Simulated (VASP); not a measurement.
# A VASP study of GaAs (LDA): structure first, properties next, part 4 of 5

Aim: relax GaAs with LDA, compute its properties on that cell and hold them against experiment. The start is a cell from a database of measured crystal structures.

VASP 6.6.1, plane waves and PAW; the level of theory is named at each step.

So far, gap on the k-mesh (eV): step 2 (full relaxation (LDA)) 0.524; step 3 (second relaxation) 0.524; step 6 (total and projected DOS (LDA)) 0.525. The relaxed cell has a = 5.606 Å (conventional setting).

### Step 7. Vibrations at Γ (LDA) (continued)

Level of this step: LDA; plane waves and PAW (Ga_d, As) (VASP).

Transverse limit, no LO-TO splitting. Modes at Γ, with each element's share of the kinetic energy:

```tsv
mode	frequency (cm⁻¹)	symmetry	Ga %	As %
1	-0.1	acoustic	48	52
2	-0.1	acoustic	48	52
3	-0.1	acoustic	48	52
4	270.3	T2	52	48
5	270.3	T2	52	48
6	270.3	T2	52	48
```

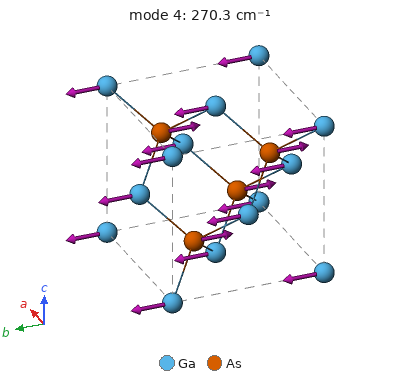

Displacement patterns of mode 4 at Γ; arrows are exaggerated. Bonds to atoms that aren't drawn are left out. Some periodic images of atoms are drawn too.

The three acoustic modes lie within 0.1 cm⁻¹ of zero, and all others are real. By the characters of their eigenvectors the optical modes sort into (cm⁻¹) Raman active: T2 270; infrared active: T2 270.

### Step 8. Independent-particle dielectric function (LDA)

LOPTICS sums transitions from filled to empty bands. The mesh is finer than in the run before. NBANDS is raised for it.

The input, INCAR:

```
SYSTEM = GaAs
PREC = Accurate
ENCUT = 400
EDIFF = 1E-06
NELM = 100
ISMEAR = 0
SIGMA = 0.05
LREAL = .FALSE.
ALGO = Normal
GGA = CA
NBANDS = 25
LORBIT = 11
LWAVE = .FALSE.
LCHARG = .FALSE.
KPAR = 2
LOPTICS = .TRUE.
NEDOS = 1500
CSHIFT = 0.1
```

The input, POSCAR:

```
GaAs
1.0
    0.0000000000      2.8028244386      2.8028244386
    2.8028244386      0.0000000000      2.8028244386
    2.8028244386      2.8028244386      0.0000000000
Ga As
1 1
Direct
    0.0000000000      0.0000000000      0.0000000000
    0.2500000000      0.2500000000      0.2500000000
```

The input, KPOINTS:

```
Automatic mesh
0
Gamma
10 10 10
0 0 0
```

Potentials, in the order of the species: Ga_d and As (LDA family, release 64).

Run with:

```console
$ mpirun -np 2 vasp_std
```

The program printed:

```text
[... set-up lines as in an earlier step ...]
 entering main loop
       N       E                     dE             d eps       ncg     rms          rms(c)
DAV:   1     0.968932226200E+02    0.96893E+02   -0.65699E+03  2704   0.852E+02
DAV:   2     0.477636689674E+00   -0.96416E+02   -0.88748E+02  2550   0.246E+02
DAV:   3    -0.968864526939E+01   -0.10166E+02   -0.10067E+02  2922   0.547E+01
DAV:   4    -0.987312472471E+01   -0.18448E+00   -0.18440E+00  2693   0.788E+00
DAV:   5    -0.987473559357E+01   -0.16109E-02   -0.16108E-02  2996   0.722E-01    0.307E+00
DAV:   6    -0.968599428947E+01    0.18874E+00   -0.12084E-01  3437   0.529E+00    0.181E+00
DAV:   7    -0.964352126761E+01    0.42473E-01   -0.46560E-02  3015   0.120E+00    0.533E-01
DAV:   8    -0.964039169244E+01    0.31296E-02   -0.76283E-03  2705   0.650E-01    0.115E-01
DAV:   9    -0.964036070508E+01    0.30987E-04   -0.61693E-04  3137   0.202E-01    0.498E-02
DAV:  10    -0.964036304377E+01   -0.23387E-05   -0.27167E-05  3052   0.359E-02    0.261E-02
DAV:  11    -0.964036786086E+01   -0.48171E-05   -0.50076E-06  2775   0.237E-02    0.395E-03
DAV:  12    -0.964036774370E+01    0.11716E-06   -0.23015E-07  1905   0.447E-03
   1 F= -.96403677E+01 E0= -.96403677E+01  d E =-.148912E-12
 optical routines
 imaginary and real dielectric function
 recalculating local potential from charge density
 direction            1
 direction            2
 direction            3
```

Run time: 12 s. Hardware: 2 MPI ranks of Intel Xeon Platinum 8488C (Sapphire Rapids), shared host; peak memory 0.36 GiB.

Parts of OUTCAR (step 8):

```text
   k-points           NKPTS =     47   k-points in BZ     NKDIM =     47   number of bands    NBANDS=     25

   NELECT =      18.0000    total number of electrons

 E-fermi :   4.2725

 k-point     1 :       0.0000    0.0000    0.0000
  band No.  band energies     occupation
    ...
      5     -10.8426      2.00000
      6      -8.9030      2.00000
      7       4.0480      2.00000
      8       4.0480      2.00000
      9       4.0480      2.00000
     10       4.5734      0.00000
     11       7.7280      0.00000
     12       7.7280      0.00000
     13       7.7280      0.00000
     14      11.4742      0.00000
    ...

  Total        0.0022611      0.0022611      0.0022611      0.0000000      0.0000000     -0.0000000
  in kB        0.0822659      0.0822659      0.0822659      0.0000000      0.0000000     -0.0000000
  external PRESSURE =       0.0822659 kB  Pullay stress =       0.0000000 kB

  FREE ENERGIE OF THE ION-ELECTRON SYSTEM (eV)
  ---------------------------------------------------
  free  energy   TOTEN  =        -9.6403677437 eV

  energy  without entropy=       -9.6403677437  energy(sigma->0) =       -9.64036774

 plasma frequency squared (from intraband transitions) (eV^2)
  --------------------------------------------------------------------------------------
       0.000      -0.000      -0.000
      -0.000       0.000      -0.000
      -0.000       0.000       0.000

[... 14 parts as in an earlier step ...]

[... 3 further parts left out ...]
```

With so small a gap the low-energy part of the spectrum hangs on the few k-points near the gap and is not converged. These are independent-particle spectra without excitons or local fields, and fine structure depends on the mesh and on CSHIFT.

Numbers from this step:

* bands: 25
* irreducible k-points: 47
* Fermi energy: 4.272 eV
* pressure: 0.008227 GPa
* gap on the k-mesh: 0.5254 eV
* least direct gap on the k-mesh: 0.5254 eV

The imaginary dielectric function, xx has structure finer than the step of the table below, so its rows give means over 1 eV, whole bins alone (the curve runs from 0 to 25.0 eV). Peaks (eV: height): 0.5: 17.3, 2.1: 24.6, 4.2: 40.9, 5.2: 21.1.

The imaginary dielectric function, xx by photon energy; means over each step:

```tsv
photon energy (eV)	imaginary dielectric function, xx
1	4.06
2	11.4
3	11.9
4	22.0
5	13.4
6	7.07
7	4.37
8	2.67
9	1.80
10	1.43
11	0.930
12	0.572
13	0.470
14	0.386
15	0.283
16	0.236
17	0.275
18	0.205
19	0.217
20	0.216
21	0.185
22	0.142
23	0.133
24	0.115
```

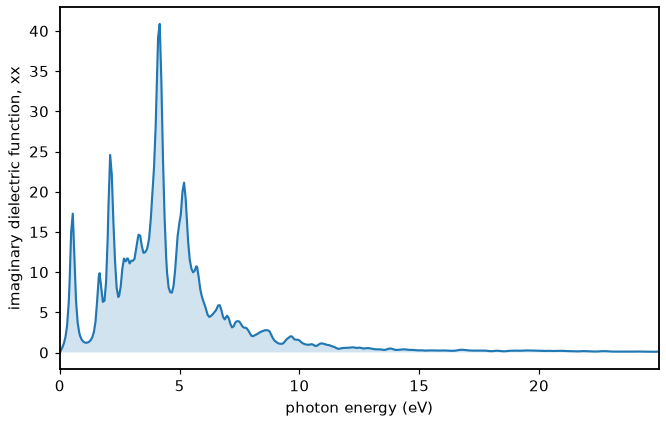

Imaginary dielectric function, xx, plotted against photon energy.

The real dielectric function, xx by photon energy:

```tsv
photon energy (eV)	real dielectric function, xx
0	21.9
1	14.1
2	25.8
3	12.3
4	17.7
5	2.06
6	-7.66
7	-4.55
8	-3.49
9	-3.01
10	-2.21
11	-1.46
12	-0.919
13	-0.756
14	-0.471
15	-0.232
16	-0.0269
17	0.0434
18	0.172
19	0.299
20	0.299
21	0.335
22	0.394
23	0.433
24	0.513
```

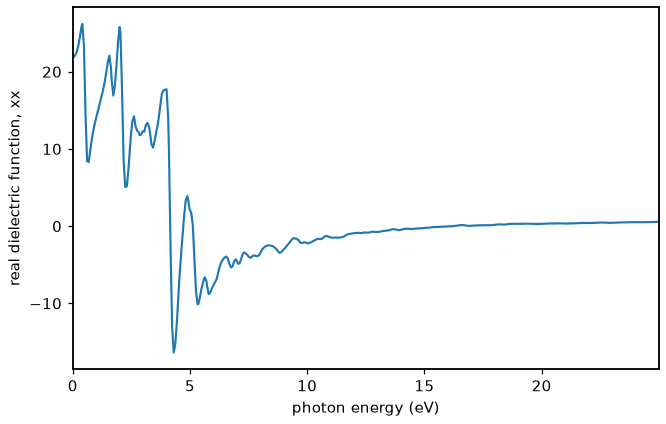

Real dielectric function, xx against photon energy.

The mean of ε2 over directions passes 5 % of its top at 0.31 eV, against a least direct gap of 0.53 eV on this mesh; what lies under the gap is the tail of the broadening by CSHIFT.

### Step 9. Bands along the symmetry lines (LDA + SOC)

This step: LDA, spin-orbit coupling; plane waves and PAW (Ga_d, As) (VASP 6.6.1).

The mesh alone shows little of the dispersion and can miss band extrema, so KPOINTS_OPT adds a path through the symmetry points after the self-consistent cycle. Spin-orbit coupling needs spinors and the noncollinear program, where each band holds one electron.

The input, INCAR:

```
SYSTEM = GaAs
PREC = Accurate
ENCUT = 400
EDIFF = 1E-06
NELM = 100
ISMEAR = 0
SIGMA = 0.05
LREAL = .FALSE.
ALGO = Normal
GGA = CA
LNONCOLLINEAR = .TRUE.
MAGMOM = 0 0 0 0 0 0
NBANDS = 30
GGA_COMPAT = .FALSE.
LASPH = .TRUE.
LSORBIT = .TRUE.
LORBIT = 11
LWAVE = .FALSE.
LCHARG = .FALSE.
KPAR = 2
```

POSCAR is that of step 8.

The input, KPOINTS:

```
Automatic mesh
0
Gamma
6 6 6
0 0 0
```

The input, KPOINTS_OPT:

```
Line mode
16
Line-mode
Reciprocal
  0.00000000   0.00000000   0.00000000 GAMMA
  0.50000000   0.00000000   0.50000000 X

  0.50000000   0.00000000   0.50000000 X
  0.50000000   0.25000000   0.75000000 W

  0.50000000   0.25000000   0.75000000 W
  0.37500000   0.37500000   0.75000000 K

  0.37500000   0.37500000   0.75000000 K
  0.00000000   0.00000000   0.00000000 GAMMA

  0.00000000   0.00000000   0.00000000 GAMMA
  0.50000000   0.50000000   0.50000000 L

  0.50000000   0.50000000   0.50000000 L
  0.62500000   0.25000000   0.62500000 U

  0.62500000   0.25000000   0.62500000 U
  0.50000000   0.25000000   0.75000000 W

  0.50000000   0.25000000   0.75000000 W
  0.50000000   0.50000000   0.50000000 L

  0.50000000   0.50000000   0.50000000 L
  0.37500000   0.37500000   0.75000000 K

  0.62500000   0.25000000   0.62500000 U
  0.50000000   0.00000000   0.50000000 X
```

Run with:

```console
$ mpirun -np 2 vasp_ncl
```

The program printed:

```text
[... set-up lines as in an earlier step ...]
 entering main loop
       N       E                     dE             d eps       ncg     rms          rms(c)
DAV:   1     0.120195086184E+03    0.12020E+03   -0.72042E+03  1458   0.146E+03
DAV:   2     0.596496198115E+01   -0.11423E+03   -0.10820E+03  1370   0.395E+02
DAV:   3    -0.937187016887E+01   -0.15337E+02   -0.15109E+02  1584   0.107E+02
DAV:   4    -0.986524673266E+01   -0.49338E+00   -0.49243E+00  1562   0.211E+01
DAV:   5    -0.987406751442E+01   -0.88208E-02   -0.88194E-02  1474   0.275E+00    0.309E+00
DAV:   6    -0.967840277168E+01    0.19566E+00   -0.19410E-01  1946   0.894E+00    0.177E+00
DAV:   7    -0.963589767209E+01    0.42505E-01   -0.10045E-01  1652   0.243E+00    0.522E-01
DAV:   8    -0.963296939640E+01    0.29283E-02   -0.15324E-02  1614   0.187E+00    0.151E-01
DAV:   9    -0.963282144646E+01    0.14795E-03   -0.16982E-03  1846   0.829E-01    0.619E-02
DAV:  10    -0.963282883026E+01   -0.73838E-05   -0.18268E-04  1516   0.114E-01    0.264E-02
DAV:  11    -0.963282790187E+01    0.92839E-06   -0.12245E-05  1926   0.492E-02    0.134E-02
DAV:  12    -0.963283042732E+01   -0.25254E-05   -0.46161E-06  1672   0.300E-02    0.437E-03
DAV:  13    -0.963283036804E+01    0.59277E-07   -0.65484E-07  1078   0.119E-02
   1 F= -.96328304E+01 E0= -.96328304E+01  d E =-.210981E-10  mag=    -0.0000    -0.0000     0.0000
 Start KPOINTS_OPT (optional k-point list driver)
k-point batch [1-22\160]
       N       E                     dE             ncg
DAV:   1     0.220442827510E+03   -0.69436E+04     1502
DAV:   2    -0.222126394821E+04   -0.24417E+04     1374
DAV:   3    -0.255540390756E+04   -0.33414E+03     1636
DAV:   4    -0.256568545421E+04   -0.10282E+02     1592
DAV:   5    -0.256586068090E+04   -0.17523E+00     1584
DAV:   6    -0.256586800513E+04   -0.73242E-02     2040
DAV:   7    -0.256586807304E+04   -0.67913E-04     1670
DAV:   8    -0.256586807359E+04   -0.54555E-06     1342
[...]
k-point batch [155-160\160]
       N       E                     dE             ncg
DAV:   1     0.908654514923E+04   -0.32727E+04      400
DAV:   2     0.840600247933E+04   -0.68054E+03      368
DAV:   3     0.831340222901E+04   -0.92600E+02      468
DAV:   4     0.831099175921E+04   -0.24105E+01      472
DAV:   5     0.831095543536E+04   -0.36324E-01      404
DAV:   6     0.831095382318E+04   -0.16122E-02      576
DAV:   7     0.831095377836E+04   -0.44828E-04      482
DAV:   8     0.831095377818E+04   -0.17517E-06      416
```

It took 96 s on 2 MPI ranks; peak memory 0.47 GiB.

From OUTCAR (step 9):

```text
   k-points           NKPTS =     22   k-points in BZ     NKDIM =     22   number of bands    NBANDS=     30

   NELECT =      18.0000    total number of electrons

 E-fermi :   4.3792

 k-point     1 :       0.0000    0.0000    0.0000
  band No.  band energies     occupation
    ...
     14       3.8272      1.00000
     15       4.1721      1.00000
     16       4.1721      1.00000
     17       4.1721      1.00000
     18       4.1721      1.00000
     19       4.5805      0.00000
     20       4.5805      0.00000
     21       7.5989      0.00000
     22       7.5989      0.00000
     23       7.7934      0.00000
    ...

  Total        0.0022800      0.0022800      0.0022800     -0.0000000      0.0000000     -0.0000000
  in kB        0.0829506      0.0829506      0.0829506     -0.0000000      0.0000000     -0.0000000
  external PRESSURE =       0.0829506 kB  Pullay stress =       0.0000000 kB

  FREE ENERGIE OF THE ION-ELECTRON SYSTEM (eV)
  ---------------------------------------------------
  free  energy   TOTEN  =        -9.6328303680 eV

  energy  without entropy=       -9.6328303680  energy(sigma->0) =       -9.63283037

 Spin-Orbit-Coupling matrix elements
 Ion:    1  E_soc:     -0.0125735
 Ion:    2  E_soc:     -0.0250575

 magnetization (x)
# of ion       s       p       d       tot
------------------------------------------
    1       -0.000   0.000  -0.000  -0.000
    2       -0.000   0.000   0.000   0.000
--------------------------------------------------
tot         -0.000   0.000  -0.000  -0.000

 magnetization (y)
# of ion       s       p       d       tot
------------------------------------------
    1        0.000   0.000  -0.000  -0.000
    2        0.000  -0.000   0.000  -0.000
--------------------------------------------------
tot          0.000  -0.000  -0.000  -0.000

 magnetization (z)
# of ion       s       p       d       tot
------------------------------------------
    1       -0.000   0.000  -0.000  -0.000
    2       -0.000   0.000   0.000   0.000
--------------------------------------------------
tot         -0.000   0.000  -0.000  -0.000

[... 7 parts as in an earlier step ...]

[... 10 further parts left out ...]
```

Numbers from this step:

- SCF cycles: 13
- bands: 30
- irreducible k-points: 22
- free energy (TOTEN): -9.633 eV
- Fermi energy: 4.379 eV
- pressure: 0.008295 GPa
- least gap on mesh and path: 0.4083 eV
- least direct gap on mesh and path: 0.4084 eV

On-site spin-orbit energy by atom:

```tsv
atom	on-site spin-orbit energy (eV)
Ga1	-0.0126
As2	-0.0251
```

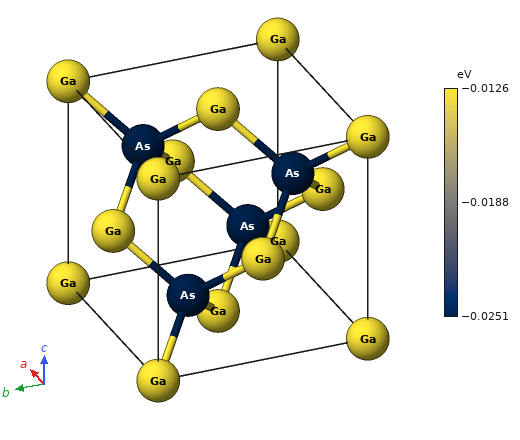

Atoms coloured by on-site spin-orbit energy. Bonds to atoms that aren't drawn are left out. Some periodic images of atoms are drawn too.

Electronic bands along the path, in eV, zero at the valence-band top; v1 is the highest filled band, c1 the lowest empty one:

```tsv
point	v4	v3	v2	v1	c1	c2	c3	c4
Γ	0.00	0.00	0.00	0.00	0.41	0.41	3.43	3.43
X	-2.94	-2.94	-2.86	-2.86	1.17	1.17	1.42	1.42
W	-3.87	-3.75	-3.63	-3.59	4.40	4.53	4.59	4.62
K	-4.18	-4.12	-2.47	-2.46	1.71	1.71	4.45	4.51
Γ	0.00	0.00	0.00	0.00	0.41	0.41	3.43	3.43
L	-1.41	-1.41	-1.20	-1.20	0.82	0.82	4.43	4.43
U	-4.18	-4.12	-2.47	-2.46	1.71	1.71	4.45	4.51
W	-3.87	-3.75	-3.63	-3.59	4.40	4.53	4.59	4.62
L	-1.41	-1.41	-1.20	-1.20	0.82	0.82	4.43	4.43
K	-4.18	-4.12	-2.47	-2.46	1.71	1.71	4.45	4.51
jump to U	-4.18	-4.12	-2.47	-2.46	1.71	1.71	4.45	4.51
X	-2.94	-2.94	-2.86	-2.86	1.17	1.17	1.42	1.42
```

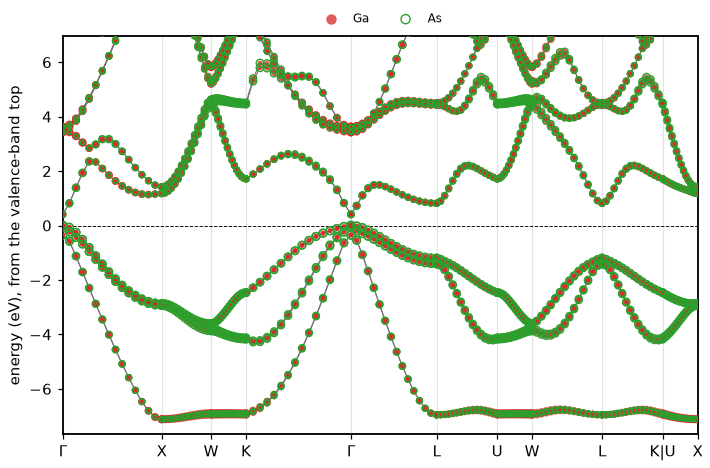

Electronic bands along the path; dots are coloured as in the legend, and their area grows with the weight.

The gap moves by -0.12 eV against LDA, which ran on another mesh.

### Step 10. A semilocal run for the hybrid's start

This step: LDA; plane waves and PAW (Ga_d, As) (VASP 6.6.1).

A hybrid converges badly from random orbitals, so a cheap semilocal run writes a WAVECAR on the same mesh first.

The input, INCAR:

```
SYSTEM = GaAs
PREC = Accurate
ENCUT = 400
EDIFF = 1E-05
NELM = 100
ISMEAR = 0
SIGMA = 0.05
LREAL = .FALSE.
ALGO = Normal
GGA = CA
NBANDS = 15
LORBIT = 11
LWAVE = .TRUE.
LCHARG = .FALSE.
KPAR = 2
```

POSCAR is that of step 9.

The input, KPOINTS:

```
Automatic mesh
0
Gamma
4 4 4
0 0 0
```

Run with:

```console
$ mpirun -np 2 vasp_std
```

The program printed:

```text
[... set-up lines as in an earlier step ...]
 entering main loop
       N       E                     dE             d eps       ncg     rms          rms(c)
DAV:   1     0.698422756056E+02    0.69842E+02   -0.81873E+03   248   0.142E+03
DAV:   2    -0.404551821481E+01   -0.73888E+02   -0.71290E+02   254   0.270E+02
DAV:   3    -0.964501941822E+01   -0.55995E+01   -0.55771E+01   324   0.643E+01
DAV:   4    -0.971704170883E+01   -0.72022E-01   -0.72013E-01   290   0.798E+00
DAV:   5    -0.971846098271E+01   -0.14193E-02   -0.14193E-02   317   0.955E-01    0.313E+00
DAV:   6    -0.950122732116E+01    0.21723E+00   -0.25989E-01   374   0.921E+00    0.184E+00
DAV:   7    -0.945223257307E+01    0.48995E-01   -0.80429E-02   313   0.212E+00    0.546E-01
DAV:   8    -0.944873283787E+01    0.34997E-02   -0.11202E-02   289   0.121E+00    0.116E-01
DAV:   9    -0.944871725381E+01    0.15584E-04   -0.86069E-04   325   0.374E-01    0.466E-02
DAV:  10    -0.944872485913E+01   -0.76053E-05   -0.46752E-05   310   0.761E-02
   1 F= -.94487249E+01 E0= -.94487249E+01  d E =-.175570E-10
 writing wavefunctions
```

Run time: 2 s. Hardware: 2 MPI ranks; peak memory 0.24 GiB; 3 s of CPU time.

Parts of OUTCAR (step 10):

```text
   k-points           NKPTS =      8   k-points in BZ     NKDIM =      8   number of bands    NBANDS=     15

   NELECT =      18.0000    total number of electrons

 E-fermi :   4.3997

 k-point     1 :       0.0000    0.0000    0.0000
  band No.  band energies     occupation
    ...
      5     -10.8556      2.00000
      6      -8.8578      2.00000
      7       4.1000      2.00000
      8       4.1000      2.00000
      9       4.1000      2.00000
     10       4.6061      0.00000
     11       7.7401      0.00000
     12       7.7401      0.00000
     13       7.7401      0.00000
     14      11.4799      0.00000
    ...

  Total        0.1577024      0.1577024      0.1577024      0.0000000      0.0000000     -0.0000000
  in kB        5.7376136      5.7376136      5.7376136      0.0000000      0.0000000     -0.0000000
  external PRESSURE =       5.7376136 kB  Pullay stress =       0.0000000 kB

 POSITION                                       TOTAL-FORCE (eV/Angst)
 -----------------------------------------------------------------------------------
      0.00000      0.00000      0.00000         0.000000      0.000000      0.000000
      1.40141      1.40141      1.40141        -0.000000     -0.000000     -0.000000
 -----------------------------------------------------------------------------------
    total drift:                                0.000001      0.000001      0.000002

  FREE ENERGIE OF THE ION-ELECTRON SYSTEM (eV)
  ---------------------------------------------------
  free  energy   TOTEN  =        -9.4487248591 eV

  energy  without entropy=       -9.4487248591  energy(sigma->0) =       -9.44872486

[... 6 parts as in an earlier step ...]

[... 10 further parts left out ...]
```

A gap read on the k-mesh alone can miss the band edges.

Numbers from this step:

```
SCF cycles                     : 10
bands                          : 15
irreducible k-points           : 8
free energy (TOTEN)            : -9.449 eV
Fermi energy                   : 4.400 eV
pressure                       : 0.5738 GPa
gap on the k-mesh              : 0.5061 eV
least direct gap on the k-mesh : 0.5061 eV
```

(Continued in part 5 of 5.)

[Lines on the potential files, build, host, timing and source positions are cut from VASP's logs without a mark.]

[Logs are printed without paths, hosts, clocks, repeated set-up lines and the standing remarks that a program may print on its own settings, such as how far it seeks lower states.]

[Hosts, paths, dates, database ids (printed as entryN), source tags and the programs' standing remarks are cut or masked in the printed files.]

[Measured values are set beside computed ones only where the two were judged alike; some that the calculation misses by far are left out.]
